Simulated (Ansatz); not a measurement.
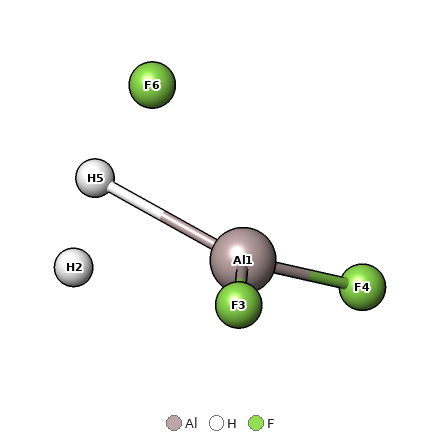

The system is the reacting system AlF₃H₂ (fragments AlF₂H + FH where the first distance is long, AlF₃ + H₂ where the second is long); the picture shows the reference structure. 
- The first coordinate is: distance Al1–F6 (bond that forms); the second: distance Al1–H2 (bond that breaks).
- Relaxed at each point: all other coordinates.
- The scan uses a 13 × 13 grid.
- Points are written as (first, second).
- Energies: kJ/mol, counted from the lowest grid point.
- Energies and slopes of some neighbouring points disagree (a jump in structure or state, or too coarse a mesh). The reference is spin-restricted, so regions where a bond is pulled apart into radicals lie too high.
- Computed with Ansatz 0.2.0, RKS SPW92 (LDA)/def2-SVP.

Its coordinates:

```csv
atom,x (Å),y (Å),z (Å)
Al,-0.2662,0.4414,-0.3919
H,-0.4933,-1.1629,0.7812
F,-0.3454,0.0936,-1.9933
F,-0.8246,1.8276,0.2854
H,0.4548,-0.9011,0.7813
F,1.4748,-0.2985,0.5372
```

Range: distance Al1–F6 (bond that forms) from 1.629 to 3.429 Å; distance Al1–H2 (bond that breaks) from 1.368 to 2.568 Å.

Question: What landscape does the calculation give?

Answer: The lowest grid point is at (1.629 Å, 2.091 Å). It lies on the edge of the grid, but the force there points inwards, so the minimum lies inside the range. The highest grid point, (3.429 Å, 2.568 Å), lies 376 kJ/mol above the lowest.

```csv
"second ↓, first →",1.629,1.710,1.821,1.947,2.085,2.232,2.386,2.547,2.713,2.885,3.062,3.243,3.429
2.568,12,17,46,95,156,222,285,312,331,346,359,368,376
2.444,8,13,41,90,150,215,264,286,304,319,331,340,347
2.323,5,9,37,85,144,206,239,259,276,290,302,311,317
2.206,2,6,33,81,139,191,213,232,248,262,273,281,288
2.091,0,4,31,77,133,168,188,205,221,233,244,252,259
1.980,0,4,31,76,126,146,164,180,195,207,217,225,231
1.873,4,7,33,77,111,127,143,158,172,183,193,201,207
1.770,11,14,40,80,98,112,126,141,153,165,174,182,188
1.672,23,26,52,82,90,102,116,129,142,152,162,169,175
1.580,41,45,70,84,90,100,113,126,138,149,158,165,170
1.496,67,70,95,94,98,108,120,132,144,154,163,170,176
1.422,98,102,127,112,114,124,136,148,159,169,178,185,191
1.368,128,132,141,132,135,144,155,167,178,188,197,204,210
```

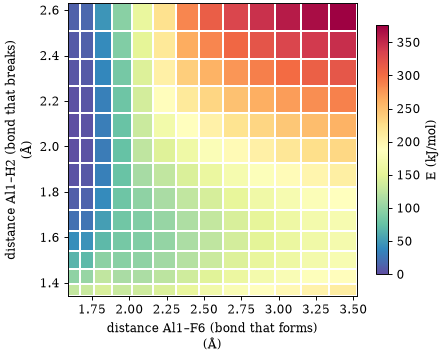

In the figure: one coloured cell a grid point.

Time for the 169 points that were run: 14 min on 1 thread of Arm Neoverse V2 (shared host).
